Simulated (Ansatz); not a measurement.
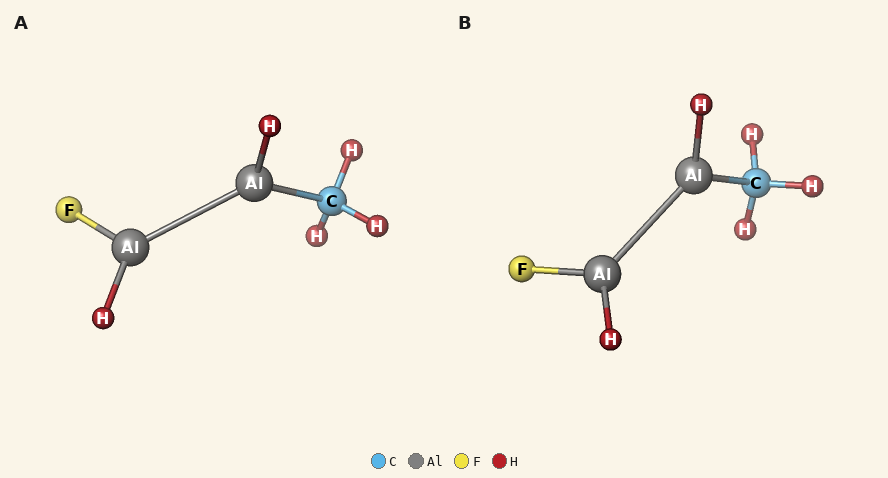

Distant atoms are faded towards the background colour. The computed structure is the end point of a PBE0-D4/def2-TZVP optimisation.

Question: How are A and B related: the same structure turned, mirror images, conformers, diastereomers or constitutional isomers?

Answer: They are the same structure, CH5Al2F ([CH3][AlH][AlH][F]), seen from two directions: a rotation takes one into the other. The geometry is chiral (C1), so its mirror image would differ.
